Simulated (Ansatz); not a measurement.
Consider C2H3ClGaN (SMILES [CH3][Ga]([Cl])[C]#N).

The calculation's input:

```
crystal:
  periodic: [false, false, false]
  atoms:
    - {symbol: C, position_ang: [-1.266000, -0.405600, 0.227000]}
    - {symbol: Ga, position_ang: [0.610600, 0.071400, 0.321500]}
    - {symbol: Cl, position_ang: [1.764500, -0.066900, 2.108400]}
    - {symbol: C, position_ang: [1.644900, 0.722800, -1.187800]}
    - {symbol: N, position_ang: [2.218900, 1.105800, -2.111500]}
    - {symbol: H, position_ang: [-1.632900, -0.727300, 1.200300]}
    - {symbol: H, position_ang: [-1.402200, -1.211000, -0.497800]}
    - {symbol: H, position_ang: [-1.845800, 0.453700, -0.116100]}
basis:
  gaussian:
    orbitals: aug-cc-pVDZ
hamiltonian:
  xc: {name: PBE-QIDH}
  dispersion: {method: d4, functional: r2scan}
correlation:
  electrons: all
output:
  orbitals: {seedname: orbitals}
```

Run with:

```sh
ansatz run input.yaml --threads 1 --pin off --max-ram 2610MiB --events-out events.jsonl --progress --plain --runs-dir runs
```

Geometry: PBE0-D4/def2-TZVP.

Method: isolated molecule in a Gaussian basis; Kohn-Sham density functional theory, functional PBE-QIDH in Ansatz.

**Predict the electron density and electron localisation function between the atoms.**

C–N (1.15 Å): the density is about 3.6 e/Å³ at the midpoint; the ELF peaks at about 0.85 between the atoms; a multiple bond.
C–Ga (1.94 Å): ρ is about 0.82 e/Å³ halfway; the ELF peaks at about 0.95 in the valence shell of C, 0.7 Å from its nucleus, and is about 0.55 at the midpoint.
Ga–Cl (2.13 Å): the density is about 0.72 e/Å³ at the midpoint; the ELF peaks at about 0.85 in the valence shell of Cl, 0.8 Å from its nucleus, and is about 0.55 at the midpoint.
C–H (1.09 Å): ρ is about 1.9 e/Å³ halfway; the ELF climbs to about 1 towards the hydrogen, as it does in any bond to H (a covalent bond by its length).

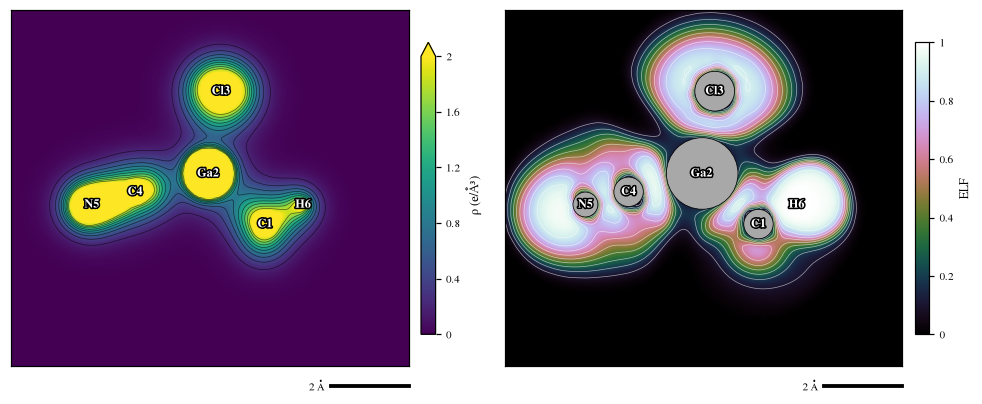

Computed electron density and electron localisation function on the plane of atoms Cl3, Ga2 and C4, in this order. Grey discs cover the atomic cores in the ELF map. 
